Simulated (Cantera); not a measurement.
Input: 1 mol PH3, 0.2 mol O2, at 0.400 bar.

These are equilibrium values from Cantera (NASA tables, ideal gas, pure condensed phases), not measurements of a reactor. Candidate condensed phases: H2O, P, P4O10; 17 gas species. Gases not in the tables: HPO2, HPO3 and P4O6. Kinetics and transport are ignored.

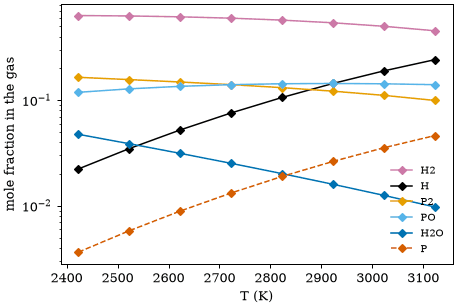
Figure. Equilibrium gas composition (values under 1e-9 drawn at 1e-9)

From 2423 K to 3123 K nothing is condensed.
